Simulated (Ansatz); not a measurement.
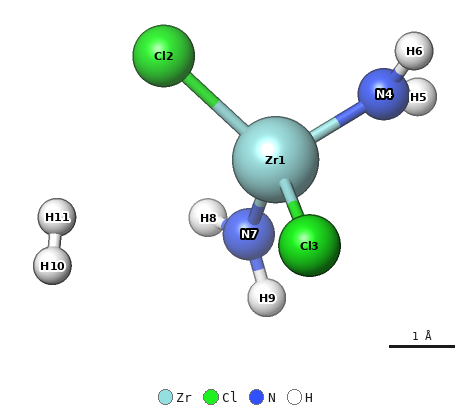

**Figure 1.** The starting structure (ball-and-stick view, seen at a tilt; atoms are numbered from 1 in the order of the input). Sticks mark near contacts. Bond lengths as drawn: Cl–Zr 2.38 to 2.39 Å, H–H 0.77 Å, H–N 1.03 Å and N–Zr 2.02 Å.

## Nudged elastic band, with input and output: ZrN2H6Cl2 (part 1 of 2)

ZrN2H6Cl2, computed with RKS PBE/def2-SVP (Ansatz 0.2.0).

It belongs to a series of runs on one base structure; here: band between the two ends. Figures and captions count atoms from 1; the log counts them from 0 in places.

The input
```yaml
crystal:
  periodic: [false, false, false]
  atoms:
    - { symbol: Zr, position_ang: [-0.148666, 0.186993, -0.107554] }
    - { symbol: Cl, position_ang: [-0.176096, 0.254953, 2.277425] }
    - { symbol: Cl, position_ang: [2.030073, 0.267175, -1.065505] }
    - { symbol: "N", position_ang: [-1.173157, 1.796548, -0.776859] }
    - { symbol: H, position_ang: [-2.036112, 1.821042, -1.330711] }
    - { symbol: H, position_ang: [-0.876468, 2.765007, -0.597186] }
    - { symbol: "N", position_ang: [-1.191976, -1.398474, -0.794361] }
    - { symbol: H, position_ang: [-1.926511, -1.896209, -0.27438] }
    - { symbol: H, position_ang: [-0.995678, -1.92168, -1.657491] }
    - { symbol: H, position_ang: [2.05283, -2.744808, 1.608586] }
    - { symbol: H, position_ang: [1.62706, -2.248947, 2.015137] }
basis:
  gaussian: { orbitals: def2-SVP }
hamiltonian:
  xc: pbe
neb:
  order_check: false
  images: 7
  f_tol: 0.05
  max_iterations: 60
  final_atoms:
    - { symbol: Zr, position_ang: [-0.42742699, -0.21879245, -0.19394638] }
    - { symbol: Cl, position_ang: [-0.70084704, -0.57342355, 2.14614492] }
    - { symbol: Cl, position_ang: [1.77607261, -0.63496926, -1.00029559] }
    - { symbol: "N", position_ang: [-0.88997256, 1.70980679, -0.59243372] }
    - { symbol: H, position_ang: [-0.37634621, 2.50715091, -0.19414562] }
    - { symbol: H, position_ang: [-1.63812268, 2.07583047, -1.19147552] }
    - { symbol: "N", position_ang: [-1.77367423, -1.29971941, -1.23925218] }
    - { symbol: H, position_ang: [-2.66742937, -1.65733027, -0.87694606] }
    - { symbol: H, position_ang: [-1.62666176, -1.6905023, -2.17877288] }
    - { symbol: H, position_ang: [2.98084952, -1.67588058, 1.99851061] }
    - { symbol: H, position_ang: [2.52885772, -1.66057034, 2.61971341] }
  initial_path:
    images:
      - { positions_ang: [[-0.148666, 0.186993, -0.107554], [-0.176096, 0.254953, 2.277425], [2.030073, 0.267175, -1.065505], [-1.173157, 1.796548, -0.776859], [-2.036112, 1.821042, -1.330711], [-0.876468, 2.765007, -0.597186], [-1.191976, -1.398474, -0.794361], [-1.926511, -1.896209, -0.27438], [-0.995678, -1.92168, -1.657491], [2.05283, -2.744808, 1.608586], [1.62706, -2.248947, 2.015137]] }
      - { positions_ang: [[-0.11106488, 0.13982856, -0.08057116], [-0.12424847, 0.18310184, 2.42558376], [2.11489288, 0.1999844, -1.01495357], [-1.13979395, 1.80076651, -0.75899552], [-2.04280095, 1.80705382, -1.24256251], [-0.78645196, 2.75697153, -0.64077411], [-1.15739427, -1.49714174, -0.78175921], [-1.84089168, -2.02581969, -0.22295605], [-1.00421316, -1.94911403, -1.6872606], [1.82066347, -2.4878662, 1.36853677], [1.45660196, -2.04616502, 1.93281319]] }
      - { positions_ang: [[-0.07346376, 0.09266412, -0.05358831], [-0.07240094, 0.11125069, 2.57374252], [2.19971276, 0.13279381, -0.96440215], [-1.10643091, 1.80498503, -0.74113204], [-2.04948989, 1.79306564, -1.15441402], [-0.69643592, 2.74893607, -0.68436221], [-1.12281253, -1.59580949, -0.76915742], [-1.75527236, -2.15543038, -0.1715321], [-1.01274831, -1.97654805, -1.71703019], [1.58849693, -2.2309244, 1.12848754], [1.28614392, -1.84338303, 1.85048937]] }
      - { positions_ang: [[-0.03586264, 0.04549968, -0.02660547], [-0.02055341, 0.03939953, 2.72190128], [2.28453264, 0.06560321, -0.91385072], [-1.07306786, 1.80920354, -0.72326856], [-2.05617884, 1.77907746, -1.06626552], [-0.60641987, 2.7409006, -0.72795032], [-1.0882308, -1.69447723, -0.75655563], [-1.66965304, -2.28504106, -0.12010814], [-1.02128347, -2.00398208, -1.74679979], [1.3563304, -1.97398259, 0.88843831], [1.11568588, -1.64060105, 1.76816556]] }
      - { positions_ang: [[0.00173848, -0.00166477, 0.00037737], [0.03129412, -0.03245162, 2.87006005], [2.36935252, -0.00158739, -0.86329929], [-1.03970481, 1.81342206, -0.70540507], [-2.06286779, 1.76508928, -0.97811703], [-0.51640383, 2.73286513, -0.77153843], [-1.05364906, -1.79314498, -0.74395384], [-1.58403371, -2.41465175, -0.06868419], [-1.02981862, -2.03141611, -1.77656939], [1.12416386, -1.71704079, 0.64838908], [0.94522784, -1.43781906, 1.68584174]] }
      - { positions_ang: [[-0.10555289, -0.05594669, -0.04820356], [-0.15174117, -0.1676946, 2.68908126], [2.22103254, -0.15993286, -0.89754836], [-1.00227175, 1.78751824, -0.67716224], [-1.64123739, 1.95060469, -0.78212418], [-0.79683355, 2.56860646, -0.8765227], [-1.23365535, -1.66978859, -0.86777843], [-1.85488263, -2.22532138, -0.27074966], [-1.17902941, -1.94618766, -1.87712026], [1.58833528, -1.70675074, 0.98591946], [1.34113531, -1.49350688, 1.91930966]] }
      - { positions_ang: [[-0.21284425, -0.11022861, -0.0967845], [-0.33477646, -0.30293759, 2.50810248], [2.07271256, -0.31827833, -0.93179744], [-0.96483869, 1.76161443, -0.6489194], [-1.219607, 2.13612009, -0.58613133], [-1.07726326, 2.4043478, -0.98150697], [-1.41366164, -1.5464322, -0.99160301], [-2.12573154, -2.03599101, -0.47281512], [-1.32824019, -1.8609592, -1.97767113], [2.05250669, -1.69646069, 1.32344985], [1.73704278, -1.5491947, 2.15277758]] }
      - { positions_ang: [[-0.32013562, -0.16451053, -0.14536544], [-0.51781175, -0.43818057, 2.3271237], [1.92439258, -0.47662379, -0.96604651], [-0.92740562, 1.73571061, -0.62067656], [-0.7979766, 2.3216355, -0.39013847], [-1.35769297, 2.24008913, -1.08649125], [-1.59366794, -1.4230758, -1.11542759], [-2.39658046, -1.84666064, -0.67488059], [-1.47745098, -1.77573075, -2.07822201], [2.51667811, -1.68617064, 1.66098023], [2.13295025, -1.60488252, 2.38624549]] }
      - { positions_ang: [[-0.42742699, -0.21879245, -0.19394638], [-0.70084704, -0.57342355, 2.14614492], [1.77607261, -0.63496926, -1.00029559], [-0.88997256, 1.70980679, -0.59243372], [-0.37634621, 2.50715091, -0.19414562], [-1.63812268, 2.07583047, -1.19147552], [-1.77367423, -1.29971941, -1.23925218], [-2.66742937, -1.65733027, -0.87694606], [-1.62666176, -1.6905023, -2.17877288], [2.98084952, -1.67588058, 1.99851061], [2.52885772, -1.66057034, 2.61971341]] }
```

Machine: 4 threads of Arm Neoverse V1, 24 GiB of memory available, shared host.

Command:
```bash
ansatz run input.yaml --threads 4 --pin off --max-ram 5120MiB --backend cpu --events-out ev --progress --plain --runs-dir out
```

What the program printed
```
Engine: ansatz 0.2.0, aarch64-unknown-linux-gnu
Functional definition: PBE
  parameter kappa = 0.804
  parameter beta = 0.06672455060314922
  exchange = pbe_x(kappa = kappa, mu = beta*pi^2/3)
  correlation = pbe_c(beta = beta)
1360 factors; their error is unknown
mean field evaluation 1: about -29368.0606 eV, gradient 9.2e1 eV
mean field evaluation 2: about -29217.3467 eV, gradient 2.3e2 eV
mean field evaluation 4: about -29382.9681 eV, gradient 3.1e1 eV
mean field evaluation 8: about -29385.7145 eV, gradient 2.9e-1 eV
mean field evaluation 16: about -29385.6594 eV, gradient 6.3e-4 eV
mean field -29385.65938148 eV, -1079.9030639541 hartree, gradient 2.7e-5 eV, S^2 0.000000; 0 other end points of the search recorded, 0 dependent functions left out
the calculation of the forces begins
reference -29385.65947686 eV, -1079.9030674592 hartree; 33, 33 occupied and 92, 92 virtual orbitals, 1360 factors
1360 factors; their error is unknown
mean field evaluation 32: about -29385.7066 eV, gradient 6.4e-2 eV
mean field -29385.64924471 eV, -1079.9026914345 hartree, gradient 2.9e-5 eV, S^2 0.000000; 0 other end points of the search recorded, 0 dependent functions left out
[... from here on the field's lines of each further geometry are left out, up to the last ...]
NEB iter   1: max|band force component| = 2.085e2 eV/Å  barrier→ = 43.6389 eV  barrier← = 43.6287 eV  Δτ_max = 0.2000 Å  (281 SCF iters)
NEB iter   2: max|band force component| = 3.141e1 eV/Å  barrier→ = 10.8640 eV  barrier← = 10.8538 eV  Δτ_max = 0.2000 Å  (248 SCF iters)
NEB iter   3: max|band force component| = 2.077e1 eV/Å  barrier→ = 6.5252 eV  barrier← = 6.5151 eV  Δτ_max = 0.2000 Å  (236 SCF iters)
NEB iter   4: max|band force component| = 1.085e1 eV/Å  barrier→ = 3.7912 eV  barrier← = 3.7811 eV  Δτ_max = 0.1992 Å  (232 SCF iters)
NEB iter   5: max|band force component| = 5.622e0 eV/Å  barrier→ = 1.9472 eV  barrier← = 1.9371 eV  Δτ_max = 0.1996 Å  (241 SCF iters)
NEB iter   6: max|band force component| = 3.724e0 eV/Å  barrier→ = 0.7678 eV  barrier← = 0.7577 eV  Δτ_max = 0.2000 Å  (223 SCF iters)
NEB iter   7: max|band force component| = 1.989e0 eV/Å  barrier→ = 0.4088 eV  barrier← = 0.3986 eV  Δτ_max = 0.1999 Å  (217 SCF iters)
NEB iter   8: max|band force component| = 2.417e0 eV/Å  barrier→ = 0.3672 eV  barrier← = 0.3571 eV  Δτ_max = 0.2000 Å  (216 SCF iters)
NEB iter   9: max|band force component| = 2.060e0 eV/Å  barrier→ = 0.2409 eV  barrier← = 0.2308 eV  Δτ_max = 0.2000 Å  (221 SCF iters)
NEB iter  10: max|band force component| = 1.050e0 eV/Å  barrier→ = 0.1598 eV  barrier← = 0.1496 eV  Δτ_max = 0.1999 Å  (216 SCF iters)
NEB iter  11: max|band force component| = 1.123e0 eV/Å  barrier→ = 0.1349 eV  barrier← = 0.1247 eV  Δτ_max = 0.2000 Å  (220 SCF iters)
NEB iter  12: max|band force component| = 7.648e-1 eV/Å  barrier→ = 0.1642 eV  barrier← = 0.1541 eV  Δτ_max = 0.2000 Å  (229 SCF iters)
NEB iter  13: max|band force component| = 7.677e-1 eV/Å  barrier→ = 0.1222 eV  barrier← = 0.1121 eV  Δτ_max = 0.2000 Å  (221 SCF iters)
NEB iter  14: max|band force component| = 1.120e0 eV/Å  barrier→ = 0.0883 eV  barrier← = 0.0782 eV  Δτ_max = 0.2000 Å  (228 SCF iters)
NEB iter  15: max|band force component| = 4.644e-1 eV/Å  barrier→ = 0.0902 eV  barrier← = 0.0800 eV  CI = image 6  Δτ_max = 0.1995 Å  (223 SCF iters)
NEB iter  16: max|band force component| = 2.417e-1 eV/Å  barrier→ = 0.0782 eV  barrier← = 0.0680 eV  CI = image 6  Δτ_max = 0.1999 Å  (209 SCF iters)
NEB iter  17: max|band force component| = 2.770e-1 eV/Å  barrier→ = 0.0817 eV  barrier← = 0.0716 eV  CI = image 6  Δτ_max = 0.0999 Å  (211 SCF iters)
NEB iter  18: max|band force component| = 2.245e-1 eV/Å  barrier→ = 0.0791 eV  barrier← = 0.0689 eV  CI = image 6  Δτ_max = 0.0825 Å  (214 SCF iters)
NEB iter  19: max|band force component| = 1.515e-1 eV/Å  barrier→ = 0.0768 eV  barrier← = 0.0667 eV  CI = image 6  Δτ_max = 0.0998 Å  (216 SCF iters)
NEB iter  20: max|band force component| = 8.305e-1 eV/Å  barrier→ = 0.0793 eV  barrier← = 0.0692 eV  CI = image 5  Δτ_max = 0.0500 Å  (214 SCF iters)
NEB iter  21: max|band force component| = 9.273e-1 eV/Å  barrier→ = 0.0803 eV  barrier← = 0.0701 eV  CI = image 5  Δτ_max = 0.1000 Å  (207 SCF iters)
NEB iter  22: max|band force component| = 1.169e0 eV/Å  barrier→ = 0.1009 eV  barrier← = 0.0907 eV  CI = image 5  Δτ_max = 0.1993 Å  (211 SCF iters)
NEB iter  23: max|band force component| = 1.360e0 eV/Å  barrier→ = 0.1186 eV  barrier← = 0.1085 eV  CI = image 5  Δτ_max = 0.2000 Å  (213 SCF iters)
NEB iter  24: max|band force component| = 9.980e-1 eV/Å  barrier→ = 0.0867 eV  barrier← = 0.0766 eV  CI = image 5  Δτ_max = 0.2000 Å  (219 SCF iters)
NEB iter  25: max|band force component| = 5.113e-1 eV/Å  barrier→ = 0.0586 eV  barrier← = 0.0485 eV  CI = image 6  Δτ_max = 0.2000 Å  (209 SCF iters)
NEB iter  26: max|band force component| = 2.485e-1 eV/Å  barrier→ = 0.0720 eV  barrier← = 0.0619 eV  CI = image 6  Δτ_max = 0.1255 Å  (217 SCF iters)
NEB iter  27: max|band force component| = 1.457e-1 eV/Å  barrier→ = 0.0719 eV  barrier← = 0.0617 eV  CI = image 6  Δτ_max = 0.1079 Å  (210 SCF iters)
NEB iter  28: max|band force component| = 7.674e-2 eV/Å  barrier→ = 0.0695 eV  barrier← = 0.0593 eV  CI = image 6  Δτ_max = 0.1225 Å  (213 SCF iters)
NEB iter  29: max|band force component| = 1.307e-1 eV/Å  barrier→ = 0.0686 eV  barrier← = 0.0584 eV  CI = image 6  Δτ_max = 0.0615 Å  (207 SCF iters)
NEB iter  30: max|band force component| = 1.097e-1 eV/Å  barrier→ = 0.0678 eV  barrier← = 0.0577 eV  CI = image 6  Δτ_max = 0.0617 Å  (211 SCF iters)
the calculation of the forces begins
reference -29385.65450284 eV, -1079.9028846673 hartree; 33, 33 occupied and 92, 92 virtual orbitals, 1360 factors
1360 factors; their error is unknown
mean field -29385.59206404 eV, -1079.9005900840 hartree, gradient 1.2e-5 eV, S^2 0.000000; 1 other end points of the search recorded, 0 dependent functions left out
the calculation of the forces begins
reference -29385.59215673 eV, -1079.9005934900 hartree; 33, 33 occupied and 92, 92 virtual orbitals, 1360 factors
NEB iter  31: max|band force component| = 4.917e-2 eV/Å  barrier→ = 0.0673 eV  barrier← = 0.0572 eV  CI = image 6  Δτ_max = 0.0000 Å  (437 SCF iters)
```
